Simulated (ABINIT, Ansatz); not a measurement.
# Converging GW for KRb2BiF6 (Fm-3m) in ABINIT, part 2 of 2

Aim: raise bands and screening cutoff together for KRb2BiF6 (Fm-3m) and follow gap and time.

ABINIT 10.8.3; LDA and many-body steps on it, plane waves. Known limits of the many-body steps: not at the basis limit; no spin-orbit coupling; coarse k mesh.

So far. Step 3 (Screening, 2×2×2 mesh, 104 bands, screening to 76.2 eV): Local fields lower ε∞ by 13 %. On a Γ-centred mesh this coarse the value itself is usually too large, while a short band sum pulls it down. Step 4 (104 bands, 76.2 eV): The gap on the mesh goes from 4.38 eV to 7.23 eV, a correction of +2.86 eV.

**6. 236 bands, 141.5 eV**

This step: G0W0 on LDA, plane waves, norm-conserving pseudopotentials.

File run.abi:

```
acell 3*1.0 Angstrom
rprim 
  -0.000000000000 4.684500000000 4.684500000000
  4.684500000000 -0.000000000000 4.684500000000
  4.684500000000 4.684500000000 -0.000000000000
ntypat 4
znucl 19 37 83 9
natom 10
typat 1 2 2 3 4 4 4 4 4 4
xred 
  0.500000000000 0.500000000000 0.500000000000
  0.250000000000 0.250000000000 0.250000000000
  0.750000000000 0.750000000000 0.750000000000
  -0.000000000000 0.000000000000 -0.000000000000
  0.765000000000 0.235000000000 0.235000000000
  0.235000000000 0.765000000000 0.235000000000
  0.235000000000 0.765000000000 0.765000000000
  0.765000000000 0.235000000000 0.765000000000
  0.235000000000 0.235000000000 0.765000000000
  0.765000000000 0.765000000000 0.235000000000
pp_dirpath "pseudos"
pseudos "K.upf, Rb.upf, Bi.upf, F.upf"
ecut 36
ngkpt 2 2 2
nshiftk 1
shiftk 0 0 0
kptopt 1
chksymbreak 0
istwfk *1
occopt 1
irdwfk 1
optdriver 4
nband 236
gwcalctyp 0
ecutsigx 36
symsigma 1
nkptgw 2
kptgw 
  0.5000000000 0.0000000000 0.0000000000
  0.0000000000 0.0000000000 0.0000000000
bdgw 
  45 49
  43 50
ecuteps 5.2
irdscr 1
ppmodel 1
indata_prefix "in"
outdata_prefix "out"
tmpdata_prefix "tmp"
```

Launch:

```
$ OMP_NUM_THREADS=1 mpirun -n 8 abinit run.abi > log
```

Numbers of over 12 decimals in the logs are rounded to 6 here.

Output:

```text
.Version 10.8.3 of ABINIT. v10.8.2 released Aug 2026.

 Symmetries : space group Fm -3 m (#225); Bravais cF (face-center cubic)
[... echo of the input left out ...]
== DATASET  1 ==================================================================
-   mpi_nproc: 8, omp_nthreads: 1 (-1 if OMP is not activated)

--- !DatasetInfo
iteration_state: {dtset: 1, }
dimensions: {natom: 10, nkpt: 3, mband: 236, nsppol: 1, nspinor: 1, nspden: 1, mpw: 14344, }
cutoff_energies: {ecut:  36.0, pawecutdg:  -1.0, }
electrons: {nelect:   9.20000000E+01, charge:   0.00000000E+00, occopt:   1.00000000E+00, tsmear:   1.00000000E-02, }

 SIGMA: Calculation of the GW corrections

 Based on a program developped by R.W. Godby, V. Olevano, G. Onida, and L. Reining.
 Incorporated in ABINIT by V. Olevano, G.-M. Rignanese, and M. Torrent.
.Using double precision arithmetic ; gwpc =  8

[... cell and pseudopotentials left out ...]
--------------------------------------------------------------------------------

 ==== K-mesh for the wavefunctions ====
 Number of points in the irreducible wedge :     3
[... list of points left out ...]
 Together with 48 symmetry operations and time-reversal symmetry
 yields     8 points in the full Brillouin Zone.

 ==== Q-mesh for screening function ====
 Number of points in the irreducible wedge :     3
[... list of points left out ...]
 Together with 48 symmetry operations and time-reversal symmetry
 yields     8 points in the full Brillouin Zone.

 vcoul_init : cutoff-mode = AUXILIARY_FUNCTION
 q-points for optical limit:   1
     1)      0.000010    0.000020    0.000030
 setmesh: FFT mesh size selected  =    72x   72x   72
          total number of points  =       373248

 Number of electrons calculated from density =   92.0000; Expected =   92.0000
[...]
number of omega for Sigma on real axis              0
 max omega for Sigma on real axis  [eV]           0.00
 zcut for avoiding poles [eV]                     0.10

 EPSILON^-1 parameters (SCR file):
 dimension of the eps^-1 matrix on file            749
 dimension of the eps^-1 matrix used               749
 number of plane-waves for wavefunctions         14331
 number of bands                                   236
 number of q-points in IBZ                           3
 number of frequencies                               2
 number of real frequencies                          1
 number of imag frequencies                          1

 matrix elements of self-energy operator (all in [eV])

 Perturbative Calculation

--- !SelfEnergy_ee
iteration_state: {dtset: 1, }
kpoint     : [   0.500,    0.000,    0.000, ]
spin       : 1
KS_gap     :    4.591
QP_gap     :    7.395
Delta_QP_KS:    2.804
data: !SigmaeeData |
     Band     E0 <VxcDFT>   SigX SigC(E0)      Z dSigC/dE  Sig(E)    E-E0       E
       45  -1.465 -21.669 -29.057   5.441   0.786  -0.273 -23.198  -1.529  -2.995
       46   0.959 -22.079 -26.483   3.390   0.818  -0.222 -22.909  -0.830   0.130
       47   5.550 -11.877  -7.411  -2.211   0.875  -0.142  -9.902   1.974   7.524
[...]
--- !SelfEnergy_ee
iteration_state: {dtset: 1, }
kpoint     : [   0.000,    0.000,    0.000, ]
spin       : 1
KS_gap     :    4.885
QP_gap     :    7.471
Delta_QP_KS:    2.586
data: !SigmaeeData |
     Band     E0 <VxcDFT>   SigX SigC(E0)      Z dSigC/dE  Sig(E)    E-E0       E
[...]
49   6.188 -13.061  -8.374  -2.155   0.871  -0.148 -10.856   2.205   8.393
       50   6.188 -13.061  -8.374  -2.155   0.871  -0.148 -10.856   2.205   8.393

== END DATASET(S) ==============================================================
================================================================================

 -outvars: echo values of variables after computation  --------
           etotal      0.0000000000E+00
            nband         236
             nkpt           3
          spgroup         225
 [... the other variables as echoed above ...]

 Calculation completed.
```

It took 2 min on 8 MPI ranks of Arm Neoverse N1, shared host; peak memory 4.7 GiB; 15 min of CPU time.

Numbers from this step:

* G0W0 gap on the points computed: 6.926 eV
* starting gap on the mesh: 4.376 eV
* k of the valence top: 0.5, 0, 0
* k of the conduction bottom: 0, 0, 0
* Z at the valence top: 0.818
* Z at the conduction bottom: 0.89
* least direct G0W0 gap on the computed points: 7.394 eV

Against G0W0 in ABINIT (2×2×2 mesh, 104 bands, screening to 76.2 eV, Godby-Needs plasmon pole), the gap moves by −0.306 eV.

**7. Screening, 2×2×2 mesh, 512 bands, screening to 217.7 eV**

This step: RPA screening on LDA, plane waves, norm-conserving pseudopotentials.

run.abi, as its differences from that of step 6:

```diff
@@ -31,17 +31,8 @@
 irdwfk 1
-optdriver 4
-nband 236
-gwcalctyp 0
-ecutsigx 36
-symsigma 1
-nkptgw 2
-kptgw 
-  0.5000000000 0.0000000000 0.0000000000
-  0.0000000000 0.0000000000 0.0000000000
-bdgw 
-  45 49
-  43 50
-ecuteps 5.2
-irdscr 1
-ppmodel 1
+optdriver 3
+nband 512
+ecuteps 8
+inclvkb 2
+awtr 1
+symchi 1
 indata_prefix "in"
```

Output:

```text
.Version 10.8.3 of ABINIT. v10.8.2 released Aug 2026.

 Symmetries : space group Fm -3 m (#225); Bravais cF (face-center cubic)
[... echo of the input left out ...]
== DATASET  1 ==================================================================
-   mpi_nproc: 8, omp_nthreads: 1 (-1 if OMP is not activated)

--- !DatasetInfo
iteration_state: {dtset: 1, }
dimensions: {natom: 10, nkpt: 3, mband: 512, nsppol: 1, nspinor: 1, nspden: 1, mpw: 14344, }
cutoff_energies: {ecut:  36.0, pawecutdg:  -1.0, }
[...]
--------------------------------------------------------------------------------
[... chi0 elements left out ...]
 For q-point:  0.000010 0.000020 0.000030
  dielectric constant =   2.2110
  dielectric constant without local fields =   2.5984

  Average fulfillment of the sum rule on Im[epsilon] for q-point    1 :     73.83  [%]
[... wings left out ...]
  q-point number  2        q = ( 0.500000, 0.000000, 0.000000) [r.l.u.]
--------------------------------------------------------------------------------
[... chi0 elements left out ...]
  Average fulfillment of the sum rule on Im[epsilon] for q-point    2 :     76.88  [%]

 [... 1 further q-points ...]
```

Wall time 21 min (8 MPI ranks); peak memory 8.1 GiB; 2.8 h of CPU time.

This step gave:

- ε∞ with local fields, on this mesh, along the program's q direction: 2.211
- the same without local fields: 2.598
- plasma frequency: 24.84 eV
- plane waves in the screening matrix: 1459

**8. 512 bands, 217.7 eV**

This step: G0W0 on LDA, plane waves, norm-conserving pseudopotentials.

run.abi, as its differences from that of step 7:

```diff
@@ -31,8 +31,17 @@
 irdwfk 1
-optdriver 3
+optdriver 4
 nband 512
+gwcalctyp 0
+ecutsigx 36
+symsigma 1
+nkptgw 2
+kptgw 
+  0.5000000000 0.0000000000 0.0000000000
+  0.0000000000 0.0000000000 0.0000000000
+bdgw 
+  45 49
+  43 50
 ecuteps 8
-inclvkb 2
-awtr 1
-symchi 1
+irdscr 1
+ppmodel 1
 indata_prefix "in"
```

Output:

```text
.Version 10.8.3 of ABINIT. v10.8.2 released Aug 2026.

 Symmetries : space group Fm -3 m (#225); Bravais cF (face-center cubic)
[... echo of the input left out ...]
== DATASET  1 ==================================================================
-   mpi_nproc: 8, omp_nthreads: 1 (-1 if OMP is not activated)

--- !DatasetInfo
iteration_state: {dtset: 1, }
dimensions: {natom: 10, nkpt: 3, mband: 512, nsppol: 1, nspinor: 1, nspden: 1, mpw: 14344, }
cutoff_energies: {ecut:  36.0, pawecutdg:  -1.0, }
[...]
Band     E0 <VxcDFT>   SigX SigC(E0)      Z dSigC/dE  Sig(E)    E-E0       E
[...]
49   6.188 -13.061  -8.374  -2.436   0.868  -0.152 -11.107   1.954   8.142
       50   6.188 -13.061  -8.374  -2.436   0.868  -0.152 -11.107   1.954   8.142

== END DATASET(S) ==============================================================
================================================================================

 -outvars: echo values of variables after computation  --------
           etotal      0.0000000000E+00
            nband         512
             nkpt           3
          spgroup         225
 [... the other variables as echoed above ...]

 Calculation completed.
```

It took 8.7 min on 8 MPI ranks; peak memory 8.7 GiB.

Numbers from this step:

| Quantity | Value |
| --- | --- |
| G0W0 gap on the points computed | 7.013 eV |
| starting gap on the mesh | 4.376 eV |
| k of the valence top | 0.5, 0, 0 |
| k of the conduction bottom | 0, 0, 0 |
| least direct G0W0 gap on the computed points | 7.418 eV |

Against G0W0 in ABINIT (2×2×2 mesh, 236 bands, screening to 141.5 eV, Godby-Needs plasmon pole), the gap moves by +0.087 eV.

**9. Side by side**

Times are wall times on 8 MPI ranks of Arm Neoverse N1, shared host, good to a factor of about two. A run's time includes the screening step that it read.

```tsv
run	mesh	bands	screening cutoff (eV)	DFT gap (eV)	gap on the mesh (eV)	direct (eV)	ε∞ used	time
104 bands, 76.2 eV	2×2×2	104	76.2	4.376	7.232	7.729	2.16	1.7 min
236 bands, 141.5 eV	2×2×2	236	141.5	4.376	6.926	7.394	2.21	7.5 min
512 bands, 217.7 eV	2×2×2	512	217.7	4.376	7.013	7.418	2.21	30 min
```

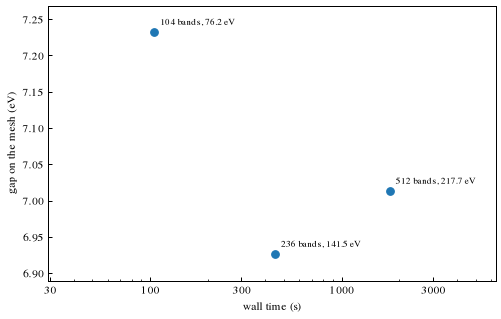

Result against wall time.

**10. What came out**

- 104 bands, 76.2 eV: 7.232 eV
- 236 bands, 141.5 eV: 6.926 eV
- 512 bands, 217.7 eV: 7.013 eV
- known limits: not at the basis limit; no spin-orbit coupling; coarse k mesh

What this shows: From the first rung to the last the gap moves by −0.22 eV for 17 times the time. The gap turns back along the series, so no limit is drawn from it. In the G0W0 runs levels were corrected at 2 k points alone, so a gap called «on the mesh» is the least over those, and an edge elsewhere would be missed. The 2×2×2 mesh is coarse for this cell, which bears on the long-range parts of exchange and screening. Where an edge is built on 6p states of lead, bismuth or thallium, scalar-relativistic gaps usually stand too wide, by a few tenths to over one eV. The many-body steps are scalar-relativistic: spin-orbit coupling is not in them.

[Paths, hosts, dates, memory and timing lines, banners, echoed tables and standing remarks are left out of the program output.]

[Logs are printed without paths, hosts, clocks, repeated set-up lines and the standing remarks that a program may print on its own settings, such as how far it seeks lower states.]

[Runs of the session that timed out or met a known fault of the program may be left out.]

[Hosts, paths, dates, database ids (printed as entryN), source tags and the programs' standing remarks are cut or masked in the printed files.]

[G0W0 gaps are taken among the corrected bands and points alone; a level outside them can change the order at an edge.]

[Where Ansatz stands beside ABINIT at settings called matched, ABINIT's density can come from a denser mesh and the files from another edition; pairs whose starting gaps differed by over 0.03 eV were left out, so agreement reads better than it is.]
